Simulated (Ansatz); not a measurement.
The figure comes from a scan of Te (trigonal-Te type, space group P3_121): one Te atom of a 3-atom cell moves by s towards the nearest neighbour, with its periodic images. Computed with r2SCAN (plane waves to 500 eV, PAW, scalar-relativistic; Ansatz, a quantum-chemistry and plane-wave program). k mesh 7×7×5 (Γ-centred), Fermi-Dirac smearing 0.05 eV. Energies are smeared free energies. Left out: 1 of 11 points, with atoms too close for the PAW data. As the smearing reaches across the gap at some points, energies and forces of such displacements shift with the k mesh and the smearing. Spin-orbit coupling is left out, though Te is heavy. Te was relaxed with its symmetry unable to fall. The zero of ΔE is the undisplaced structure.

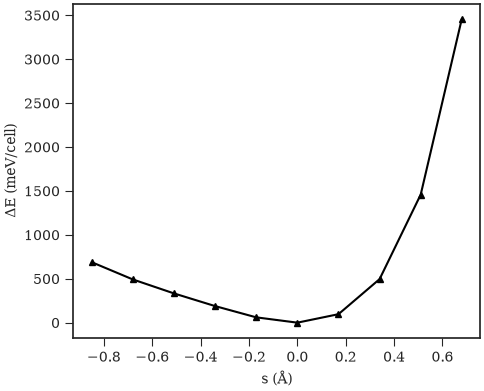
*ΔE (meV/cell) against s (Å); computed points joined by lines.*

### Question
Read the plotted values off the figure, to the accuracy that the plot allows.

### Answer
To the nearest 50:

```
s (Å)   ΔE (meV/cell)
------  -------------
-0.850            700
-0.680            500
-0.510            350
-0.340            200
-0.170             50
0.000               0
0.170             100
0.340             500
0.510            1450
0.680            3450
```

(For displaced atoms, the force is minus the slope of the energy, and its curvature is a force constant, which sets phonon frequencies.)
